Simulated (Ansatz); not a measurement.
```xyz
6

Al   -0.9125   -2.5716   -1.7824
O    -0.5161   -0.8717   -1.2691
Si   -0.1094    0.5436   -0.7492
H    -2.1727   -3.0883   -1.0283
H     0.1079   -3.0698   -2.8474
H    -0.7017    1.7285   -1.4877
```

Geometry: B3LYP-D3(BJ)/6-311G**.

Computed with Ansatz, isolated molecule in a Gaussian basis; Kohn-Sham density functional theory, functional PBE0.

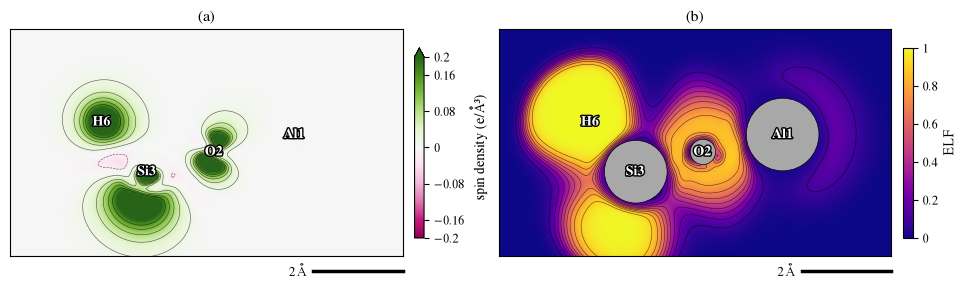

AlH3OSi (SMILES [AlH2][O+]=[SiH]) (charge +1, doublet). (a) spin density (α minus β); (b) ELF on the plane of atoms O2, Si3 and H6. Grey discs cover the atomic cores in the ELF map.

> What does the map show?

- The plane passes through Al, O, Si and H nuclei.
- Si–O (1.56 Å): the ELF peaks at about 0.85 between the atoms: a polar covalent bond.
- Al–O (1.82 Å): the ELF peaks at about 0.90 in the valence shell of O, 0.6 Å from its nucleus, and is about 0.50 at the midpoint.
- Si–H (1.52 Å): the ELF climbs to about 1 towards the hydrogen, as it does in any bond to H.
- The ELF also peaks beside Si3 and O2, away from the bonds: non-bonding electrons, paired or unpaired.
- The unpaired spin (1 electron) lies mostly on Si3 (about 0.7), H6 (about 0.2) and O2 (about 0.1), in electrons by Hirshfeld's partition.
